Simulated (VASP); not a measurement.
Consider the following.

```
CELL_PARAMETERS angstrom
      3.45911     0.00000     0.00000
      0.00000     3.45911     0.00000
      0.00000     0.00000     3.45911
ATOMIC_POSITIONS crystal
  Si 0.00000 0.00000 0.00000
  Ni 0.00000 0.50000 0.50000
  Ni 0.50000 0.00000 0.50000
  Ni 0.50000 0.50000 0.00000
```

Calculation: PBEsol GGA, VASP's PBE PAW potentials (set 64) (plane waves; VASP). Settings: 400 eV cut-off, 10×10×10 Γ-centred mesh, tetrahedra with Blöchl corrections, potentials Si Ni.

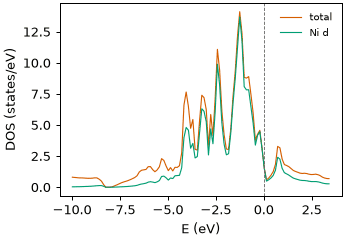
Figure: Total and projected density of states, zero at the Fermi level

Within 2 eV below the Fermi level the largest weight inside VASP's projection spheres is Ni d.

It has no gap at this level: it comes out as a metal or semimetal.

The compound is Ni3Si in the L1_2 structure. It was relaxed first. The run is not spin-polarised, so no magnetic state was tried.
